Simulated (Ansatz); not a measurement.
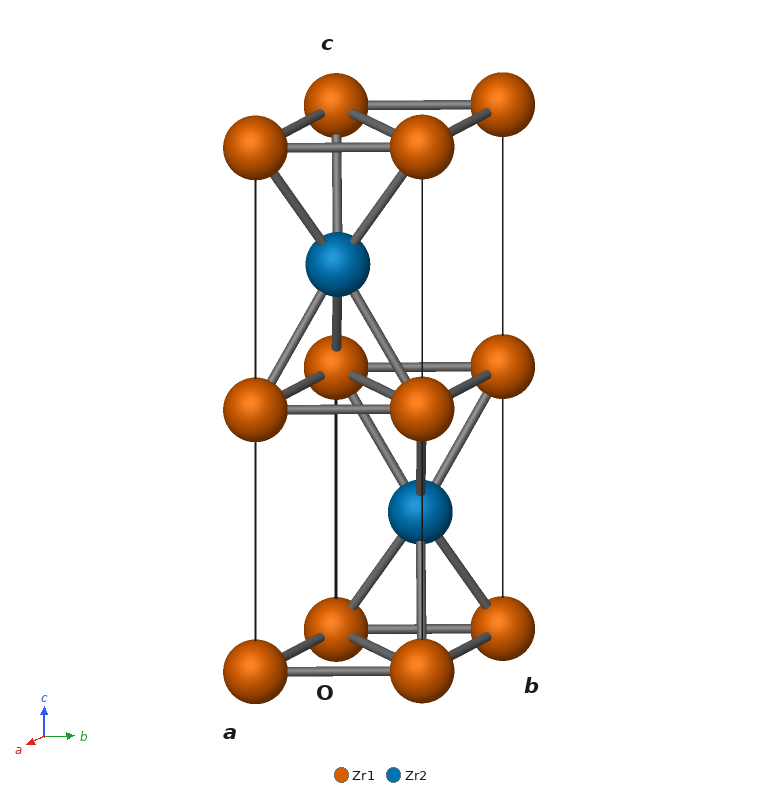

One unit cell; atoms that symmetry makes equivalent share a colour (atoms on faces, edges and corners are repeated). Crystal: Zr, the end point of a relaxation with DFT, LDA (PW92), plane waves (420 eV) with PAW, scalar-relativistic (Ansatz 0.2.0); the starting structure was generated, so it need not be a known form of this composition. All values are computed from the atomic coordinates in the standard setting (tolerance 0.002 Å).

a = 3.127 Å, b = 3.127 Å, c = 10.277 Å, α = 90.00°, β = 90.00°, γ = 120.00°; space group P6₃/mmc, No. 194.

One atom of each site: Zr1 (0, 0, 0); Zr2 (1/3, 2/3, 1/4).

**Give the multiplicity, Wyckoff letter and site symmetry of each site.**

```json
{"site": "Zr1", "Wyckoff": "2a", "symmetry": "-3m."}
{"site": "Zr2", "Wyckoff": "2c", "symmetry": "-6m2"}
```

**How many free positional parameters does the structure have?**

0: Zr1 0, Zr2 0.
